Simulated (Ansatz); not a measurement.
# GeBrCl: geometry optimisation

Aim: relax GeBrCl at this level.

The runs use Ansatz 0.2.0; RKS PBE0-D4/def2-SVPD.

1 further run of the same task is left out (set aside as unsound or not needed).

**1. Where the work starts**

SMILES `[Cl][Ge][Br]`, 3 atoms, charge 0, spin multiplicity 1.

Atoms are counted from 1 here; the program's logs count them from 0.

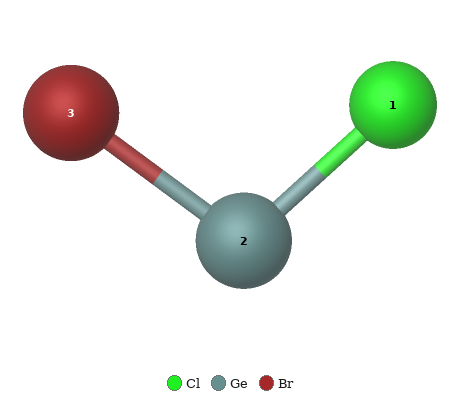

As it starts; chlorine green, germanium teal, bromine red; atoms are numbered from 1 in the order of the file.

As a file:

```xyz
3
charge 0, multiplicity 1
Cl    0.4235    1.6942    0.4071
Ge   -0.8598    0.0889   -0.4576
Br    0.4254   -1.8478    0.0372
```

**2. Relaxation**

File input.yaml:

```yaml
crystal:
  periodic: [false, false, false]
  atoms:
    - { symbol: Cl, position_ang: [0.423517, 1.694208, 0.40714] }
    - { symbol: Ge, position_ang: [-0.859798, 0.088869, -0.457578] }
    - { symbol: Br, position_ang: [0.425381, -1.847777, 0.037239] }
basis:
  gaussian: { orbitals: def2-SVPD }
hamiltonian:
  xc: pbe0
  dispersion: d4
output:
  forces: true
relax:
  f_tol: 0.003
  max_steps: 120
```

Started as:

```sh
> ansatz run input.yaml --threads 1 --pin off --max-ram 2560MiB --backend cpu --events-out ev --progress --plain --runs-dir out
```

**Question.** What will these runs give? Wanted: energy gained; root mean square move; dipole moment.

As calculated:

| quantity | value |
| --- | --- |
| energy gained | 0.0088 eV |
| root mean square move | 0.026 Å |
| dipole moment | 2.03 D |

**Reading.** Bond lengths: Cl1–Ge2 2.208 Å, Ge2–Br3 2.350 Å. Angles: Cl1–Ge2–Br3 100.2°. No frequencies were computed here.
